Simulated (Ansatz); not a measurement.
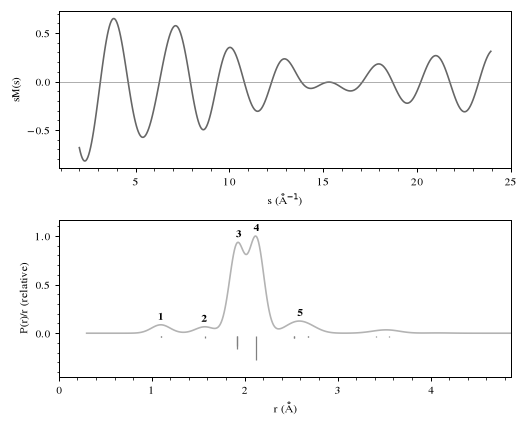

Simulated gas electron diffraction: reduced molecular intensity sM(s) from the Debye equation in the first Born approximation (top) and the radial distribution curve (bottom) of CH₃AlS. Each pair of atoms contributes with weight ZᵢZⱼ/r (bars below the curve); damping constant 0.002 Å²; vibrational amplitudes assumed, not computed: 0.05 Å for bonds, 0.078 Å for bonds to H, 0.06 + 0.015 r up to 0.15 Å for other pairs. The geometry is the end point of an optimisation (RKS PBE0-D4/def2-SVP in Ansatz); it may be a saddle point or a higher isomer.

Q: Assign the numbered peaks of the radial distribution curve (– bonded, ··· not bonded).

A: Peak 1, 1.10 Å: C–H 1.10 Å (×2)
Peak 2, 1.57 Å: Al–H 1.57 Å
Peak 3, 1.93 Å: S–C 1.92 Å, Al–C 1.92 Å
Peak 4, 2.12 Å: S–Al 2.13 Å
Peak 5, 2.59 Å: S···H 2.53 Å (×2), Al···H 2.68 Å (×2), not resolved
